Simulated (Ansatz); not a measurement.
# C₄H₄F₄: inputs that go wrong

Aim: try 3 inputs for C₄H₄F₄ as typed, read how each ends, and find what has to change.

Computed with Ansatz 0.2.0, Gaussian basis. Level: the settings change from run to run.

### Step 1. The relaxed structure

An earlier PBE0-D4 in a triple-zeta def2 set relaxation fixed the geometry.

SMILES `F[C@@H]1C[C@@H](F)C1(F)F`, 12 atoms, charge 0, spin multiplicity 1.

Atoms are counted from 1 here; the program's logs count them from 0.

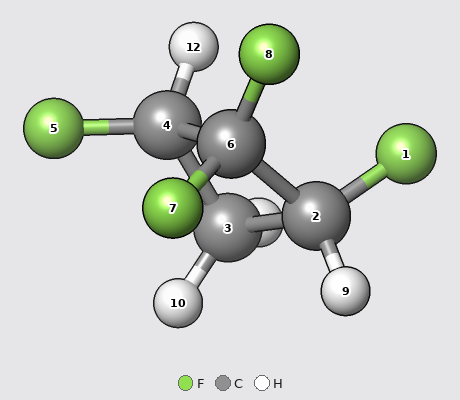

The structure; fluorine green, carbon grey, hydrogen white; atoms are numbered from 1 in the order of the file.

Geometry (Å):

```
F     1.39452    0.13269   -1.53512
C     1.08036    0.04843   -0.20502
C     0.10297   -1.10219    0.08499
C    -1.06338   -0.11308   -0.05180
F    -2.08501   -0.21453    0.83760
C    -0.05613    1.02396    0.16617
F     0.03462    1.37081    1.46650
F    -0.19127    2.13649   -0.56211
H     1.99082    0.12523    0.38989
H     0.19950   -1.44887    1.11458
H     0.13637   -1.94269   -0.60478
H    -1.46637   -0.07134   -1.06691
```

### Step 2. Attempt 1

in.yaml

```yaml
crystal:
  periodic: [false, false, false]
  atoms:
    - {symbol: F, position_ang: [1.536627, -0.035934, -1.622665]}
    - {symbol: C, position_ang: [0.996855, 0.098185, -0.397385]}
    - {symbol: C, position_ang: [0.140158, -1.089584, 0.181871]}
    - {symbol: C, position_ang: [-1.097720, -0.223733, -0.087959]}
    - {symbol: F, position_ang: [-2.142266, -0.296010, 0.858414]}
    - {symbol: C, position_ang: [-0.052100, 0.942638, 0.242553]}
    - {symbol: F, position_ang: [0.130829, 1.256749, 1.511941]}
    - {symbol: F, position_ang: [-0.159521, 2.112788, -0.571688]}
    - {symbol: H, position_ang: [2.013942, 0.101072, 0.416708]}
    - {symbol: H, position_ang: [0.247747, -1.392382, 1.118025]}
    - {symbol: H, position_ang: [0.093254, -1.899792, -0.655860]}
    - {symbol: H, position_ang: [-1.514342, 0.008289, -1.144692]}
basis:
  gaussian: {orbitals: def2-SVP}
hamiltonian: {xc: {name: CCSD(T)}}
output: {forces: true}
```

Run with:

```console
$ ansatz run in.yaml --threads 4 --pin off --events-out ev --progress --plain --max-ram 11315MiB
```

Output:

```text
Error: YAML parse error: error: line 18 column 19: hamiltonian.xc: no functional is named "CCSD(T)"; the names, which are not case-sensitive, are SVWN5, SPW92, PBE, PBE0, PBEsol, revPBE, revPBE0, RPBE, rPW86-PBE, HSE06, wPBEh, LC-wPBE, HISS, HF, BLYP, B3LYP, B3LYP5, BHLYP, CAM-B3LYP, r2SCAN, r2SCANh, r2SCAN0, r2SCAN50, m-r2SCAN, B97, wB97, wB97X, wB97X-V, B97M-V, wB97M-V, B2PLYP, B2GP-PLYP, PBE0-DH, PBE-QIDH
  --> <input>:18:19
   |
16 | basis:
17 |   gaussian: {orbitals: def2-SVP}
18 | hamiltonian: {xc: {name: CCSD(T)}}
   |                   ^ hamiltonian.xc: no functional is named "CCSD(T)"; the names, which are not case-sensitive, are SVWN5, SPW92, PBE, PBE0, PBEsol, revPBE, revPBE0, RPBE, rPW86-PBE, HSE06, wPBEh, LC-wPBE, HISS, HF, BLYP, B3LYP, B3LYP5, BHLYP, CAM-B3LYP, r2SCAN, r2SCANh, r2SCAN0, r2SCAN50, m-r2SCAN, B97, wB97, wB97X, wB97X-V, B97M-V, wB97M-V, B2PLYP, B2GP-PLYP, PBE0-DH, PBE-QIDH
19 | output: {forces: true}
   |
```

Run time: 0.05 s. Hardware: 4 threads of Intel Xeon Platinum 8375C at 2.90GHz, shared host.

Diagnosis: Refused before any calculation. The method's name isn't one that the program takes here. Its coordinates are also moved off the relaxed structure. Fix: set xc to hf, put the coupled-cluster method under correlation, and drop any dispersion key.

### Step 3. Attempt 2

in.yaml

```yaml
crystal:
  periodic: [false, false, false]
  atoms:
    - {symbol: F, position_ang: [2.635259, 0.250742, -2.900950]}
    - {symbol: C, position_ang: [2.041590, 0.091516, -0.387439]}
    - {symbol: C, position_ang: [0.194583, -2.082842, 0.160614]}
    - {symbol: C, position_ang: [-2.009492, -0.213693, -0.097881]}
    - {symbol: F, position_ang: [-3.940104, -0.405411, 1.582827]}
    - {symbol: C, position_ang: [-0.106077, 1.935007, 0.314012]}
    - {symbol: F, position_ang: [0.065426, 2.590463, 2.771286]}
    - {symbol: F, position_ang: [-0.361444, 4.037379, -1.062231]}
    - {symbol: H, position_ang: [3.762112, 0.236652, 0.736788]}
    - {symbol: H, position_ang: [0.376995, -2.737963, 2.106253]}
    - {symbol: H, position_ang: [0.257704, -3.671160, -1.142863]}
    - {symbol: H, position_ang: [-2.771046, -0.134813, -2.016166]}
basis:
  gaussian: {orbitals: def2-SVP, fitting: {mean_field: cc-pVTZ-jkfit}}
hamiltonian: {xc: {name: HF}}
correlation: {method: mp2, electrons: outside_noble_gas}
scf: {lower_state_search: off}
```

Launched as before.

Output, shortened:

```text
Functional definition: HF
  name "HF"
  cite "Fock, Z. Phys. 61, 126 (1930) doi:10.1007/BF01340294"
  parent pbe
[...]
752 factors; integrals over basis functions are off by at most 2.1e-1 eV
[...]
mean field -14937.62599378 eV, -548.9476301850 hartree, gradient 2.8e-6 eV, S^2 0.000000; 0 other end points of the search recorded, 0 dependent functions left out
8 core orbitals not correlated: weight in the atoms' cores, before any rotation towards them, 1.000 or more for the frozen orbitals, at most 0.000 for the correlated occupied ones
reference -14937.62599378 eV, -548.9476301850 hartree; 24, 24 occupied and 100, 100 virtual orbitals, 752 factors
second order -41.00033577 eV of doubles, -0.00000000 eV of singles
Total energy: -14978.62632956 eV, -550.4543647336 hartree
Checks for a lower state left out: stability, starts, cluster_reference, orbital_swaps, neighbouring_geometries, increment
```

Wall time 0.55 s (4 threads of Intel Xeon Platinum 8375C at 2.90GHz, shared host).

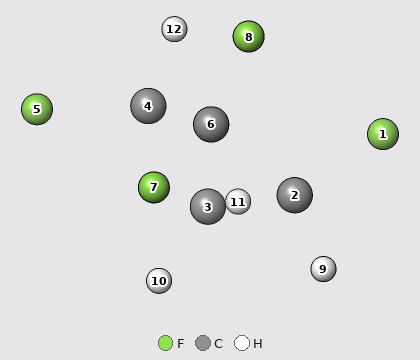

The geometry of this input.

Diagnosis: It ended without an error, which proves nothing about the input. The coordinates are in bohr but typed as ångström. The shortest distance is 2.06 Å (C3–H11), against 1.09 Å in the relaxed molecule. Its energy is no property of the relaxed molecule. Fix: take the coordinates from the file in ångström.

### Step 4. Attempt 3

in.yaml

```yaml
crystal:
  periodic: [false, false, false]
  atoms:
    - {symbol: F, position_ang: [1.394518, 0.132687, -1.535116]}
    - {symbol: C, position_ang: [1.080362, 0.048428, -0.205024]}
    - {symbol: C, position_ang: [0.102969, -1.102192, 0.084993]}
    - {symbol: C, position_ang: [-1.063377, -0.113082, -0.051796]}
    - {symbol: F, position_ang: [-2.085012, -0.214534, 0.837596]}
    - {symbol: C, position_ang: [-0.056133, 1.023961, 0.166168]}
    - {symbol: F, position_ang: [0.034622, 1.370814, 1.466501]}
    - {symbol: F, position_ang: [-0.191268, 2.136488, -0.562108]}
    - {symbol: H, position_ang: [1.990823, 0.125231, 0.389891]}
    - {symbol: H, position_ang: [0.199497, -1.448867, 1.114580]}
    - {symbol: H, position_ang: [0.136371, -1.942693, -0.604777]}
    - {symbol: H, position_ang: [-1.466374, -0.071340, -1.066909]}
basis:
  gaussian: {orbitals: def2-SVPD}
hamiltonian: {xc: {name: HF}}
correlation: {method: mp2, frozen_orbitals: {F: 0}}
```

Same command.

Output:

```text
Functional definition: HF
  name "HF"
  cite "Fock, Z. Phys. 61, 126 (1930) doi:10.1007/BF01340294"
  parent pbe
  exchange = exact_x
  correlation = 0
Error: "frozen_orbitals" has no count for C
```

Run time: 0.05 s. Hardware: 4 threads of Intel Xeon Platinum 8375C at 2.90GHz, shared host.

What is wrong: Refused before any calculation. Frozen orbitals are typed for one element alone, and the program wants a count for each. To mend it, leave frozen_orbitals out, or give every element a count that its core really has.

### Step 5. Summary

| attempt | level | ended | cause | time |
| --- | --- | --- | --- | --- |
| 1 | CCSD(T)/def2-SVP | refused | the method's name isn't one that the program takes here | 0.05 s |
| 2 | MP2/def2-SVP | converged | the coordinates are in bohr but typed as ångström | 0.55 s |
| 3 | MP2/def2-SVPD | refused | frozen orbitals are typed for one element alone, and the program wants a count for each | 0.05 s |

**Reading.** 2 refused, 1 converged. A refusal costs next to no computing time. The dangerous case is the input that converges on a wrong geometry, charge, spin, basis or grid: often only a look at the input shows it.
